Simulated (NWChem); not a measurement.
**the pair BPH6···CuSH: a chain of runs**

Wanted: the energy (singlet CuBPH7S, B3LYP/pcseg-1), then the energy (singlet BPH6, B3LYP/pcseg-1), then a single-point energy (singlet CuSH, B3LYP/pcseg-1), then the energy (singlet BPH6, B3LYP/pcseg-1), then the energy (singlet CuSH, B3LYP/pcseg-1) of BCuH7PS and its partners. 

The calculation is run with NWChem 7.3.0.

### Step 1. The structure to begin with

The species is CuBPH7S (11 atoms), meant as a singlet with charge 0. The two molecules were placed rigidly side by side, at 0.8 times their contact distance; the pair isn't optimised.

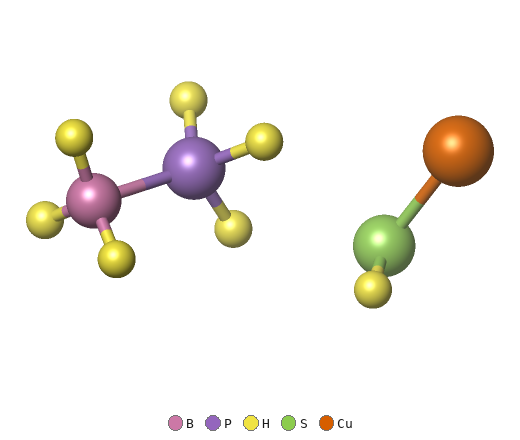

Viewed from a chosen angle; boron pink, phosphorus purple, hydrogen yellow, sulfur green, copper orange.

### Step 2. A single-point energy at B3LYP/pcseg-1 (run 1)

Input file sp.nw:

```
start sp
title "BCuH7PS"
memory 2200 mb

geometry units atomic noautosym nocenter noautoz
B   -1.07266524   0.44283842  -1.71403829
P    0.79818252  -0.32968162   1.27494152
H   -3.22183186   0.66185768  -0.96967517
H   -0.71681091  -1.36638537  -3.06328384
H   -0.12664944   2.38358715  -2.46218086
H    0.76964766   1.44155868   3.26125155
H    3.42339005  -0.70517020   1.04705945
H    0.14679393  -2.52856694   2.62592563
S    0.09919172  -2.85165341   7.16627610
Cu   1.61316471   0.29285086   9.12301191
H   -2.17127642  -1.75377923   6.83461027
end

basis spherical bse
B library pcseg-1
P library pcseg-1
H library pcseg-1
S library pcseg-1
Cu library pcseg-1
end

dft
xc b3lyp
grid fine
convergence energy 1e-08
maxiter 100
mulliken
print low
end

task dft energy
```

Command:

```
$ nwchem sp.nw > sp.out
```

Standard output:

```text
[...]
 d= 0,ls=0.0,diis     1  -2408.7847330262 -2.75D+03  2.14D-01  2.10D+00     4.6
[...]
 d= 0,ls=0.0,diis    12  -2408.9902465613 -5.03D-09  4.58D-07  2.30D-09    41.5
         Total DFT energy =    -2408.990246561347
      One electron energy =    -4020.749912971083
           Coulomb energy =     1396.932282816701
    Exchange-Corr. energy =     -122.973378638269
 Nuclear repulsion energy =      337.800762231304
[...]
      Total Density - Mulliken Population Analysis
     ---------------------------------------------
    Atom       Charge   Shell Charges
 -----------   ------   -------------------------------------------------------
    1 B    5     5.18   1.99  0.62  0.34  1.75  0.45  0.02
    2 P   15    14.75   2.00  1.99  1.15  0.39  5.98  2.64  0.45  0.14
    3 H    1     1.06   0.77  0.29  0.01
    4 H    1     1.06   0.77  0.28  0.01
    5 H    1     1.07   0.77  0.29  0.01
    6 H    1     1.01   0.76  0.24  0.01
    7 H    1     0.98   0.76  0.22  0.01
    8 H    1     0.94   0.74  0.18  0.01
    9 S   16    16.39   2.00  1.99  1.23  0.64  5.98  3.22  1.28  0.05
   10 Cu  29    28.67   2.00  2.00  1.99  0.45  0.20  6.00  5.98  0.18  8.33  1.54  0.00
[...]
```

Wall time 42 s (1 thread of Intel Xeon Platinum 8559C (Emerald Rapids), shared host); peak memory 0.13 GiB.

### Step 3. BPH6: the energy at B3LYP/pcseg-1 (run 2)

Input file bh6p.nw:

```
start bh6p
title "BH6P"
memory stack 880 mb heap 220 mb global 1100 mb

geometry units angstroms noautosym nocenter noautoz
B    -0.567630    0.234340   -0.907030
P     0.422380   -0.174460    0.674670
H    -1.704920    0.350240   -0.513130
H    -0.379320   -0.723060   -1.621020
H    -0.067020    1.261340   -1.302930
H     0.407280    0.762840    1.725780
H     1.811580   -0.373160    0.554080
H     0.077680   -1.338060    1.389580
end

basis spherical bse
B library pcseg-1
P library pcseg-1
H library pcseg-1
end

dft
xc b3lyp
grid fine
convergence energy 1e-08
iterations 100
mulliken
noprint "final vectors analysis"
end

task dft energy
```

Command:

```
$ nwchem bh6p.nw > bh6p.out
```

Standard output:

```text
[...]
          Wavefunction type:  closed shell.
          No. of atoms     :     8
          No. of electrons :    26
[...]
          Charge           :     0
          Spin multiplicity:     1
[...]
          AO basis - number of functions:    62
[...]
              XC Information
              --------------
                         B3LYP Method XC Potential
                     Hartree-Fock (Exact) Exchange  0.200
                        Slater Exchange Functional  0.800 local
                    Becke 1988 Exchange Functional  0.720 non-local
              Lee-Yang-Parr Correlation Functional  0.810
                  VWN I RPA Correlation Functional  0.190 local
[...]
 d= 0,ls=0.0,diis     1   -369.7471570407 -4.29D+02  1.50D-02  2.36D-01     1.0
[...]
 d= 0,ls=0.0,diis     8   -369.7902911143 -2.06D-10  3.00D-07  2.25D-10     6.5
         Total DFT energy =     -369.790291114317
      One electron energy =     -626.105018209127
           Coulomb energy =      226.324494061706
    Exchange-Corr. energy =      -29.554201619867
 Nuclear repulsion energy =       59.544434652972
[...]
      Total Density - Mulliken Population Analysis
     ---------------------------------------------
    Atom       Charge   Shell Charges
 -----------   ------   -------------------------------------------------------
    1 B    5     5.19   1.99  0.62  0.36  1.75  0.44  0.02
    2 P   15    14.75   2.00  1.99  1.16  0.39  5.98  2.63  0.46  0.14
    3 H    1     1.05   0.77  0.27  0.01
    4 H    1     1.05   0.77  0.27  0.01
    5 H    1     1.05   0.77  0.27  0.01
    6 H    1     0.97   0.75  0.20  0.01
    7 H    1     0.97   0.75  0.20  0.01
    8 H    1     0.97   0.75  0.20  0.01
[...]
```

Run time: 7.2 s. Hardware: 1 thread of Intel Xeon Platinum 8559C (Emerald Rapids), shared host; peak memory 0.11 GiB.

### Step 4. CuSH: the energy at B3LYP/pcseg-1 (run 3)

Input file geom.nw:

```
start geom
title "CuHS"
memory stack 880 mb heap 220 mb global 1100 mb

geometry units angstroms noautosym nocenter noautoz
 S        0.052490      -1.509030       3.792230
 Cu       0.853650       0.154970       4.827690
 H       -1.148990      -0.928060       3.616720
end

basis spherical bse
 S library pcseg-1
 Cu library pcseg-1
 H library pcseg-1
end

dft
 xc b3lyp
 grid fine
 convergence energy 1e-08
 maxiter 100
 mulliken
 noprint "final vectors analysis"
end

task dft energy
```

Command:

```
$ nwchem geom.nw > geom.out
```

Standard output:

```text
[...]
          Wavefunction type:  closed shell.
          No. of atoms     :     3
          No. of electrons :    46
[...]
          Charge           :     0
          Spin multiplicity:     1
[...]
          AO basis - number of functions:    54
[...]
              XC Information
              --------------
                         B3LYP Method XC Potential
                     Hartree-Fock (Exact) Exchange  0.200
                        Slater Exchange Functional  0.800 local
                    Becke 1988 Exchange Functional  0.720 non-local
              Lee-Yang-Parr Correlation Functional  0.810
                  VWN I RPA Correlation Functional  0.190 local
[...]
 d= 0,ls=0.0,diis     1  -2039.0420766199 -2.17D+03  1.39D-01  1.86D+00     1.5
[...]
 d= 0,ls=0.5,diis    36  -2039.2059465307 -7.36D-09  2.28D-06  2.91D-08    32.6
         Total DFT energy =    -2039.205946535019
      One electron energy =    -3095.074604873773
           Coulomb energy =     1021.052607210689
    Exchange-Corr. energy =      -93.393007097273
 Nuclear repulsion energy =      128.209058225338
[...]
      Total Density - Mulliken Population Analysis
     ---------------------------------------------
    Atom       Charge   Shell Charges
 -----------   ------   -------------------------------------------------------
    1 S   16    16.38   2.00  1.99  1.23  0.63  5.98  3.20  1.30  0.05
    2 Cu  29    28.71   2.00  2.00  1.99  0.46  0.22  6.00  5.98  0.18  8.33  1.55  0.00
    3 H    1     0.91   0.73  0.16  0.02
[...]
```

Wall time 34 s (1 thread of Intel Xeon Platinum 8559C (Emerald Rapids), shared host); peak memory 0.11 GiB.

### Step 5. BPH6 among ghost functions: the energy at B3LYP/pcseg-1 (with ghost functions) (run 4)

Input file a.nw:

```
start a
title "BH6P energy"
memory total 2200 mb

geometry units angstrom noautosym nocenter noautoz
   B       -0.567630       0.234340      -0.907030
   P        0.422380      -0.174460       0.674670
   H       -1.704920       0.350240      -0.513130
   H       -0.379320      -0.723060      -1.621020
   H       -0.067020       1.261340      -1.302930
   H        0.407280       0.762840       1.725780
   H        1.811580      -0.373160       0.554080
   H        0.077680      -1.338060       1.389580
   bqS      0.052490    -1.509030     3.792230
   bqCu     0.853650     0.154970     4.827690
   bqH     -1.148990    -0.928060     3.616720
end

basis spherical bse
   B library pcseg-1
   P library pcseg-1
   H library pcseg-1
   bqS library S pcseg-1
   bqCu library Cu pcseg-1
   bqH library H pcseg-1
end

dft
   xc b3lyp
   grid fine
   convergence energy 1e-08
   maxiter 100
   mulliken
   print low
end

task dft energy
```

Command:

```
$ nwchem a.nw > a.out
```

Standard output:

```text
[...]
 d= 0,ls=0.0,diis     1   -369.7473389999 -4.29D+02  8.03D-03  2.37D-01     3.6
[...]
 d= 0,ls=0.0,diis     8   -369.7904970119 -2.22D-10  1.70D-07  2.45D-10    25.1
         Total DFT energy =     -369.790497011910
      One electron energy =     -626.106395591827
           Coulomb energy =      226.325540416077
    Exchange-Corr. energy =      -29.554076489131
 Nuclear repulsion energy =       59.544434652972
[...]
      Total Density - Mulliken Population Analysis
     ---------------------------------------------
    Atom       Charge   Shell Charges
 -----------   ------   -------------------------------------------------------
    1 B    5     5.18   1.99  0.62  0.35  1.75  0.44  0.02
    2 P   15    14.75   2.00  1.99  1.15  0.40  5.98  2.63  0.45  0.14
    3 H    1     1.05   0.77  0.27  0.01
    4 H    1     1.05   0.77  0.27  0.01
    5 H    1     1.05   0.77  0.27  0.01
    6 H    1     0.97   0.75  0.21  0.01
    7 H    1     0.97   0.75  0.20  0.01
    8 H    1     0.97   0.75  0.20  0.01
    9 X    0     0.01   0.00  0.00 -0.00  0.00 -0.00 -0.00  0.00  0.00
   10 X    0    -0.00  -0.00 -0.00  0.00 -0.00  0.00 -0.00  0.00 -0.00  0.00 -0.00 -0.00
[...]
```

Wall time 26 s (1 thread of Intel Xeon Platinum 8559C (Emerald Rapids), shared host); peak memory 0.12 GiB.

### Step 6. CuSH among ghost functions: a single-point energy at B3LYP/pcseg-1 (with ghost functions) (run 5)

Input file nw.nw:

```
start nw
memory 2200 mb
charge 0

geometry units angstrom noautosym nocenter noautoz
   S     0.052490   -1.509030    3.792230
   Cu    0.853650    0.154970    4.827690
   H    -1.148990   -0.928060    3.616720
   bqB     -0.567630     0.234340    -0.907030
   bqP      0.422380    -0.174460     0.674670
   bqH     -1.704920     0.350240    -0.513130
   bqH     -0.379320    -0.723060    -1.621020
   bqH     -0.067020     1.261340    -1.302930
   bqH      0.407280     0.762840     1.725780
   bqH      1.811580    -0.373160     0.554080
   bqH      0.077680    -1.338060     1.389580
end

basis spherical bse
   S library pcseg-1
   Cu library pcseg-1
   H library pcseg-1
   bqB library B pcseg-1
   bqP library P pcseg-1
   bqH library H pcseg-1
end

dft
   xc b3lyp
   grid fine
   convergence energy 1e-08
   maxiter 100
   mulliken
   print low
end

task dft energy
```

Command:

```
$ nwchem nw.nw > nw.out
```

Standard output:

```text
[...]
 d= 0,ls=0.0,diis     1  -2039.0427271287 -2.17D+03  6.95D-02  1.87D+00     4.4
[...]
 d= 0,ls=0.5,diis    37  -2039.2070823287 -9.14D-09  1.44D-06  1.67D-08   127.2
         Total DFT energy =    -2039.207082334514
      One electron energy =    -3095.019800056828
           Coulomb energy =     1020.993288012038
    Exchange-Corr. energy =      -93.389628515061
 Nuclear repulsion energy =      128.209058225338
[...]
      Total Density - Mulliken Population Analysis
     ---------------------------------------------
    Atom       Charge   Shell Charges
 -----------   ------   -------------------------------------------------------
    1 S   16    16.38   2.00  1.99  1.23  0.62  5.98  3.21  1.29  0.05
    2 Cu  29    28.70   2.00  2.00  1.99  0.46  0.22  6.00  5.98  0.18  8.33  1.54  0.00
    3 H    1     0.91   0.72  0.16  0.02
    4 X    0    -0.00  -0.00 -0.00 -0.00 -0.00  0.00 -0.00
    5 X    0    -0.01  -0.00 -0.00  0.00 -0.01  0.00 -0.00  0.00 -0.00
    6 X    0     0.00  -0.00  0.00 -0.00
    7 X    0    -0.00  -0.00 -0.00 -0.00
    8 X    0     0.00  -0.00  0.00 -0.00
    9 X    0     0.02  -0.00  0.02 -0.00
   10 X    0     0.00  -0.00  0.00  0.00
[...]
```

It took 2.2 min on 1 thread of Intel Xeon Platinum 8559C (Emerald Rapids), shared host; peak memory 0.13 GiB.

### Step 7. Results

| quantity | value |
| --- | --- |
| run 1, B3LYP/pcseg-1: total energy | -2408.99025 Eh |
| BPH6: total energy | -369.79029 Eh |
| BPH6: dipole moment | 4.26 D |
| CuSH: total energy | -2039.20595 Eh |
| CuSH: dipole moment | 4.24 D |
| BPH6 among ghost functions: total energy | -369.79050 Eh |
| CuSH among ghost functions: total energy | -2039.20708 Eh |
| interaction energy of the rigid parts BPH6 and CuSH (parts in their own basis; closest atoms 2.41 Å apart) | 0.163 eV |
| interaction energy of the rigid parts BPH6 and CuSH (parts in the whole basis, counterpoise; closest atoms 2.41 Å apart) | 0.200 eV |

The interaction energy of the rigid parts BPH6 and CuSH (parts in their own basis; closest atoms 2.41 Å apart) is 0.16 eV (15.7 kJ/mol): the parts repel at this shape. Without counterpoise this holds the superposition error of the basis. The interaction energy of the rigid parts BPH6 and CuSH (parts in the whole basis, counterpoise; closest atoms 2.41 Å apart) is 0.20 eV (4.6 kcal/mol): the parts repel at this shape. The basis-set superposition error is 3.5 kJ/mol. Mulliken charges (run 1, B3LYP/pcseg-1) run from -0.39 on S9 to +0.33 on Cu10.
